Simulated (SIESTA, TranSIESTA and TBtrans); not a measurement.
Junction: Fe chain with one bond stretched by 2.0 Å. Leads: straight Fe chain, spacing 2.25 Å. Geometry: as built, not relaxed. Transport runs along z; the first 6 and the last 6 of the 20 atoms are the lead cells, repeated to infinity.

```xyz
20
Lattice="9.000 0.000 0.000 0.000 9.000 0.000 0.000 0.000 47.000" Properties=species:S:1:pos:R:3 pbc="F F T"
Fe     4.500     4.500     0.000
Fe     4.500     4.500     2.250
Fe     4.500     4.500     4.500
Fe     4.500     4.500     6.750
Fe     4.500     4.500     9.000
Fe     4.500     4.500    11.250
Fe     4.500     4.500    13.500
Fe     4.500     4.500    15.750
Fe     4.500     4.500    18.000
Fe     4.500     4.500    20.250
Fe     4.500     4.500    24.500
Fe     4.500     4.500    26.750
Fe     4.500     4.500    29.000
Fe     4.500     4.500    31.250
Fe     4.500     4.500    33.500
Fe     4.500     4.500    35.750
Fe     4.500     4.500    38.000
Fe     4.500     4.500    40.250
Fe     4.500     4.500    42.500
Fe     4.500     4.500    44.750
```
Starting moments (μB): atom 7 +3.2, atom 8 +3.2, atom 9 +3.2, atom 10 +3.2, atom 11 +3.2, atom 12 +3.2, atom 13 +3.2, atom 14 +3.2; lead atoms +3.2 (left) and +3.2 (right).

Computed with TranSIESTA and TBtrans, PBE, DZP numerical orbitals (energy shift 0.15 eV), PseudoDojo norm-conserving scalar-relativistic potentials, mesh cutoff 200 Ry, 300 K, spin-polarised (collinear), no spin-orbit coupling; self-consistent non-equilibrium Green functions.

Energies count from the leads' Fermi level. Transmissions are for each spin. The energy step is 0.01 eV; narrower resonances are cut or missed.

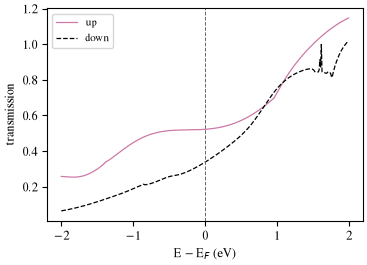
*Transmission against energy*

```
E (eV)  T up  T down  lead channels up       down
------  ----  ------  ----------------  ---------
-2.00   0.26   0.064                 4          1
-1.80   0.25   0.081                 4          1
-1.60   0.28    0.10                 4          1
-1.40   0.33    0.13                 4          1
-1.20   0.39    0.16                 1          1
-1.00   0.45    0.19                 1          3
-0.80   0.49    0.21                 1          4
-0.60   0.51    0.24                 1          4
-0.40   0.52    0.26                 1          4
-0.20   0.52    0.29                 1          4
0.00    0.52    0.34                 1          4
0.20    0.53    0.39                 1          4
0.40    0.55    0.45                 1  band edge
0.60    0.59    0.53                 1  band edge
0.80    0.64    0.64                 1          4
1.00    0.73    0.75                 3          4
1.20    0.86    0.82                 3          4
1.40    0.96    0.86                 3          4
1.60    1.04    0.91                 3          2
1.80    1.10    0.86                 3          3
2.00    1.15    1.02                 3          3
```

The magnetic order of the leads was set by the start, and no other order was tried; the separate lead runs end at 3.39 (left) and 3.39 (right) μB an atom. The straight chain is held at its spacing; free chains may zigzag or dimerise.
